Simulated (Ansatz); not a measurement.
The reference is SnO2 in the rutile structure (space group P4_2/mnm, No. 136; a = 4.8276 Å, c = 3.2381 Å).

It is then changed as follows: every lattice vector is stretched by 0.60 %; the atoms relax in the strained cell.

Method: DFT with PBE, PAW potentials and a 420 eV plane-wave cutoff in Ansatz (a quantum-chemistry and plane-wave program), scalar-relativistic without spin-orbit coupling.

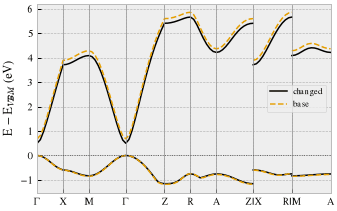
Fig. 1. Highest valence and lowest conduction band along the path, each from its own valence-band maximum

The gap is 0.50 eV, direct at Γ; the base has 0.68 eV.

Stability against distortions was not tested.
